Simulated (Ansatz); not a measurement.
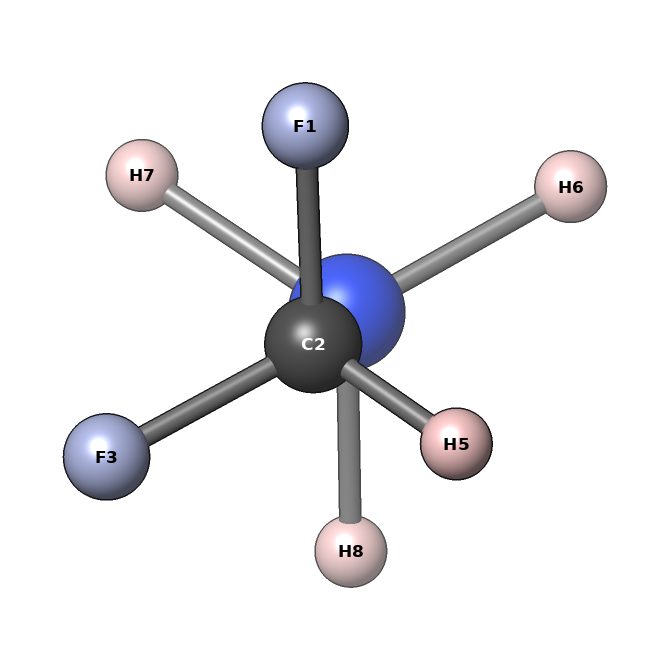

Si4 lies behind C2. The molecule seen nearly along the C2–Si4 bond, C2 in front. Depth is shown by fading: the farther an atom, the more it takes the colour of the background. The geometry was computed by an optimisation with PBE-D4/def2-SVP. No frequency run is at hand to confirm it as a minimum.

Q: What is the torsion angle F1–C2–Si4–H6? The sign is positive where the front bond must turn clockwise to cover the back bond.

A: 61°, synclinal (gauche). The bonds about C2–Si4 are staggered.
